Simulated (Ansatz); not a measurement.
# GeF2: a spread of methods and bases

How do the results and run time of GeF2 respond when the settings are drawn wide?

Computed with Ansatz 0.2.0, Gaussian basis. Level: the settings change from run to run.

## (1) The molecule

The structure was relaxed beforehand with PBE-D4 in a triple-zeta def2 set.

3 atoms, charge 0, spin multiplicity 1.

Atoms are counted from 1 here; the program's logs count them from 0.

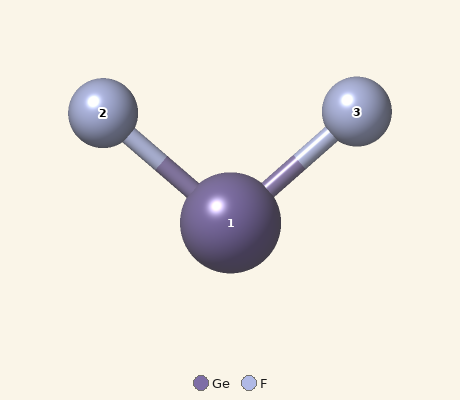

The geometry (germanium purple, fluorine light blue); atoms are numbered from 1 in the order of the file.

As a file:

```
Ge    0.0050   -0.0076   -0.7762
F     1.3334   -0.0191    0.3969
F    -1.3384    0.0267    0.3793
```

## (2) B97/STO-3G

Options: multiplicity 3, restricted open-shell orbitals, atoms shaken by 0.03 Å, a point charge of 0.50 e beside it, relativity set to none, high accuracy.

File in.yaml:

```yaml
crystal:
  periodic: [false, false, false]
  atoms:
    - {symbol: Ge, position_ang: [-0.014779, 0.026718, -0.770112]}
    - {symbol: F, position_ang: [1.333443, -0.032920, 0.424422]}
    - {symbol: F, position_ang: [-1.338421, 0.084826, 0.388121]}
basis:
  gaussian: {orbitals: STO-3G, point_charges: [{charge: 0.50, position_ang: [5.606, -0.584, 0.786]}]}
magnetization: {spin_polarized: false, initial_magnetization: 2}
hamiltonian: {xc: {name: B97}, pseudopotentials: {relativity: none}}
accuracy: high
scf: {omitted_lower_state_checks: [starts]}
output: {forces: true}
```

Run with:

```
$ ansatz run in.yaml --threads 4 --pin off --events-out ev --progress --plain --max-ram 3916MiB
```

Standard output:

```text
Functional definition: B97
  name "B97"
  cite "Becke, J. Chem. Phys. 107, 8554 (1997) doi:10.1063/1.475007"
  parameter cx = 0.1943
  parameter cx0 = 0.8094
  parameter cx1 = 0.5073
  parameter cx2 = 0.7481
  parameter css0 = 0.1737
  parameter css1 = 2.3487
  parameter css2 = -2.4868
  parameter cos0 = 0.9454
  parameter cos1 = 0.7471
  parameter cos2 = -4.5961
  exchange = spin_sum(e_x_unif_s*poly(b97_u_x, cx0, cx1, cx2)) + cx*exact_x
  correlation = spin_sum(e_c_pw_same_spin*poly(b97_u_same, css0, css1, css2))
      + integral(e_c_pw_opposite_spin*poly(b97_u_opposite, cos0, cos1, cos2))
these checks for a lower state are left out or cut short: starts
424 factors; integrals over basis functions are off by at most 4.6e-9 eV
mean field evaluation 1: about -61200.4358 eV, gradient 4.7e1 eV
mean field evaluation 2: about -61200.4515 eV, gradient 4.7e1 eV
mean field evaluation 4: about -61200.9842 eV, gradient 5.1e1 eV
mean field evaluation 8: about -61214.2759 eV, gradient 3.1e0 eV
mean field evaluation 16: about -61214.3229 eV, gradient 2.1e-3 eV
mean field -61214.32292205 eV, -2249.5848748271 hartree, gradient 7.1e-8 eV, S^2 2.000000; 0 other end points of the search recorded, 0 dependent functions left out
the calculation of the forces begins
reference -61214.32292302 eV, -2249.5848748626 hartree; 26, 24 occupied and 2, 4 virtual orbitals, 424 factors
Total energy: -61214.32292302 eV, -2249.5848748626 hartree
Atom 0 at    -0.014779     0.026718    -0.770112 Å, force     0.270595    -0.010868     2.679470 eV/Å
Atom 1 at     1.333443    -0.032920     0.424422 Å, force    -1.026759     0.042470    -1.469940 eV/Å
Atom 2 at    -1.338421     0.084826     0.388121 Å, force     0.770816    -0.033889    -1.213030 eV/Å
Dipole moment:    -0.049081     0.003261    -0.107241 e Å
Checks for a lower state left out: starts
```

Run time: 3 s. Hardware: 4 threads of Intel Xeon at 2.70GHz, shared host.

Largest force 2.693 eV/Å, dipole 0.57 D.

## (3) rPW86-PBE/x2c-TZVPPall

This run has charge -1, multiplicity 2, atoms shaken by 0.15 Å, D4 dispersion.

File in.yaml:

```yaml
crystal:
  periodic: [false, false, false]
  atoms:
    - {symbol: Ge, position_ang: [0.136944, -0.195794, -0.972551]}
    - {symbol: F, position_ang: [1.334722, -0.055595, 0.536116]}
    - {symbol: F, position_ang: [-1.353442, -0.373089, 0.193077]}
basis:
  gaussian: {orbitals: x2c-TZVPPall}
total_charge: -1
magnetization: {spin_polarized: true, initial_magnetization: 1}
hamiltonian: {xc: {name: rPW86-PBE}, dispersion: d4}
output: {forces: true}
```

Launched as before.

Standard output:

```text
Functional definition: rPW86-PBE
  name "rPW86-PBE"
  cite "Murray, Lee & Langreth, J. Chem. Theory Comput. 5, 2754 (2009) doi:10.1021/ct900365q"
  cite "Perdew, Burke & Ernzerhof, Phys. Rev. Lett. 77, 3865 (1996) doi:10.1103/PhysRevLett.77.3865"
  parent pbe
  exchange = rpw86_x
  correlation = pbe_c
692 factors; their error is unknown
mean field evaluation 1: about -62585.7597 eV, gradient 3.2e1 eV
mean field evaluation 2: about -62577.2314 eV, gradient 6.4e1 eV
mean field evaluation 4: about -62588.6398 eV, gradient 3.1e0 eV
mean field evaluation 8: about -62588.6598 eV, gradient 7.0e-2 eV
mean field evaluation 16: about -62586.7303 eV, gradient 3.9e0 eV
mean field -62588.65982911 eV, -2300.0908246023 hartree, gradient 4.3e-5 eV, S^2 0.752106; 0 other end points of the search recorded, 0 dependent functions left out
the calculation of the forces begins
reference -62588.65990353 eV, -2300.0908273373 hartree; 26, 25 occupied and 84, 85 virtual orbitals, 692 factors
Total energy: -62588.71115280 eV, -2300.0927107132 hartree
Relativity: scalar
Atom 0 at     0.136944    -0.195794    -0.972551 Å, force     0.143405     0.016309     0.690084 eV/Å
Atom 1 at     1.334722    -0.055595     0.536116 Å, force    -0.027272    -0.002805    -0.448265 eV/Å
Atom 2 at    -1.353442    -0.373089     0.193077 Å, force    -0.116133    -0.013504    -0.241820 eV/Å
Dipole moment:     0.023814     0.003221    -0.433396 e Å
```

Wall time 1.9 s (4 threads of Intel Xeon at 2.70GHz, shared host).

Largest force 0.705 eV/Å, ⟨S²⟩ 0.752.

## (4) RPA/def2-SVP

This run has unrestricted orbitals.

File in.yaml:

```yaml
crystal:
  periodic: [false, false, false]
  atoms:
    - {symbol: Ge, position_ang: [0.004963, -0.007579, -0.776201]}
    - {symbol: F, position_ang: [1.333382, -0.019143, 0.396871]}
    - {symbol: F, position_ang: [-1.338354, 0.026722, 0.379330]}
basis:
  gaussian: {orbitals: def2-SVP}
magnetization: {spin_polarized: true, initial_magnetization: 0}
hamiltonian: {xc: {name: HF}}
correlation: {method: rpa}
scf: {omitted_lower_state_checks: [starts]}
```

Launched as before.

Standard output:

```text
Functional definition: HF
  name "HF"
  cite "Fock, Z. Phys. 61, 126 (1930) doi:10.1007/BF01340294"
  parent pbe
  exchange = exact_x
  correlation = 0
these checks for a lower state are left out or cut short: starts
572 factors; integrals over basis functions are off by at most 4.8e-4 eV
mean field evaluation 1: about -61872.7835 eV, gradient 2.7e1 eV
mean field evaluation 2: about -61872.7954 eV, gradient 2.7e1 eV
mean field evaluation 4: about -61875.5549 eV, gradient 1.2e0 eV
mean field evaluation 8: about -61875.5777 eV, gradient 4.8e-4 eV
mean field -61875.57765776 eV, -2273.8855381500 hartree, gradient 6.0e-6 eV, S^2 0.000000; 0 other end points of the search recorded, 0 dependent functions left out
11 core orbitals not correlated: weight in the atoms' cores, before any rotation towards them, 1.000 or more for the frozen orbitals, at most 0.000 for the correlated occupied ones
reference -61875.57765776 eV, -2273.8855381500 hartree; 14, 14 occupied and 35, 35 virtual orbitals, 572 factors
Total energy: -61892.16531721 eV, -2274.4951233911 hartree
Checks for a lower state left out: starts
```

It took 0.66 s on 4 threads of Intel Xeon at 2.70GHz, shared host.

⟨S²⟩ 0.000.

## (5) PBE0-DH/def2-mTZVPP

Options: density fitting with cc-pVTZ-jkfit.

File in.yaml:

```yaml
crystal:
  periodic: [false, false, false]
  atoms:
    - {symbol: Ge, position_ang: [0.004963, -0.007579, -0.776201]}
    - {symbol: F, position_ang: [1.333382, -0.019143, 0.396871]}
    - {symbol: F, position_ang: [-1.338354, 0.026722, 0.379330]}
basis:
  gaussian: {orbitals: def2-mTZVPP, fitting: {mean_field: cc-pVTZ-jkfit}}
hamiltonian: {xc: {name: PBE0-DH}}
scf: {omitted_lower_state_checks: [starts]}
output: {forces: true}
```

The command is unchanged.

Standard output:

```text
Functional definition: PBE0-DH
  name "PBE0-DH"
  cite "Brémond & Adamo, J. Chem. Phys. 135, 024106 (2011) doi:10.1063/1.3604569"
  cite "Perdew, Burke & Ernzerhof, Phys. Rev. Lett. 77, 3865 (1996) doi:10.1103/PhysRevLett.77.3865"
  parameter a = 1/2
  parameter c = 1/8
  exchange = (1 - a)*pbe_x + a*exact_x
  correlation = (1 - c)*pbe_c + c*(mp2_os + mp2_ss)
these checks for a lower state are left out or cut short: starts
365 factors; integrals over basis functions are off by at most 2.3e-1 eV
mean field evaluation 1: about -61934.3147 eV, gradient 4.8e1 eV
mean field evaluation 2: about -61934.3129 eV, gradient 4.8e1 eV
mean field evaluation 4: about -61937.9758 eV, gradient 1.2e0 eV
mean field evaluation 8: about -61937.9813 eV, gradient 3.5e-2 eV
mean field evaluation 16: about -61937.9814 eV, gradient 3.0e-6 eV
mean field -61937.98135014 eV, -2276.1788315460 hartree, gradient 1.6e-6 eV, S^2 0.000000; 0 other end points of the search recorded, 0 dependent functions left out
11 core orbitals not correlated: weight in the atoms' cores, before any rotation towards them, 1.000 or more for the frozen orbitals, at most 0.000 for the correlated occupied ones
reference -61937.98136062 eV, -2276.1788319312 hartree; 14, 14 occupied and 59, 59 virtual orbitals, 365 factors
second order -21.22970195 eV of doubles, -0.00000000 eV of singles
the calculation of the forces begins
Total energy: -61940.63507337 eV, -2276.2763540758 hartree
Atom 0 at     0.004963    -0.007579    -0.776201 Å, force    -0.005897     0.009000     0.921691 eV/Å
Atom 1 at     1.333382    -0.019143     0.396871 Å, force    -0.612433     0.006064    -0.464886 eV/Å
Atom 2 at    -1.338354     0.026722     0.379330 Å, force     0.618330    -0.015064    -0.456805 eV/Å
Dipole moment:     0.003556    -0.005427    -0.555790 e Å
Checks for a lower state left out: starts
```

It took 1.3 s on 4 threads of Intel Xeon at 2.70GHz, shared host.

Largest force 0.922 eV/Å, dipole 2.67 D.

## (6) All runs side by side

| level | charge | multiplicity | geometry | functions | energy (eV) | time |
| --- | --- | --- | --- | --- | --- | --- |
| B97/STO-3G | 0 | 3 | shaken, point charge | 28 | -61214.323 | 3 s |
| rPW86-PBE/x2c-TZVPPall | -1 | 2 | shaken | 110 | -62588.711 | 1.9 s |
| RPA/def2-SVP | 0 | 1 | relaxed | 60 | -61892.165 | 0.66 s |
| PBE0-DH/def2-mTZVPP | 0 | 1 | relaxed | 84 | -61940.635 | 1.3 s |

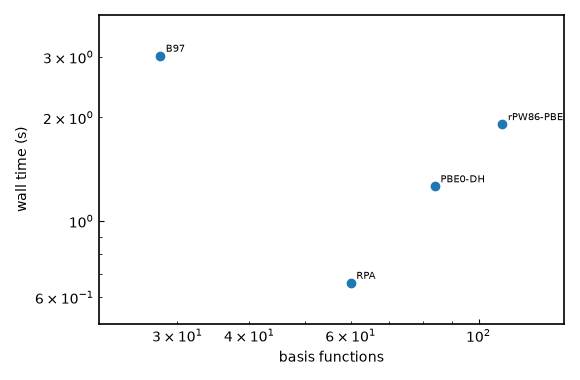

Wall time against the number of basis functions (shared host).

## (7) Results

| quantity | value |
| --- | --- |
| runs | 4 |
| quickest | RPA/def2-SVP, 0.66 s |
| slowest | B97/STO-3G, 3 s |
| spread of total energies, same state and geometry | 48.5 eV |

Run time spans a factor of 5, from RPA/def2-SVP to B97/STO-3G. The jobs differ in tasks and options as well as level. Total energies at one charge and spin differ by 48 eV between levels, so only differences within one level mean anything. At the PBE-D4/def2-TZVP geometry and in the same state, runs without warnings or point charges leave forces up to 0.92 eV/Å (PBE0-DH/def2-mTZVPP).
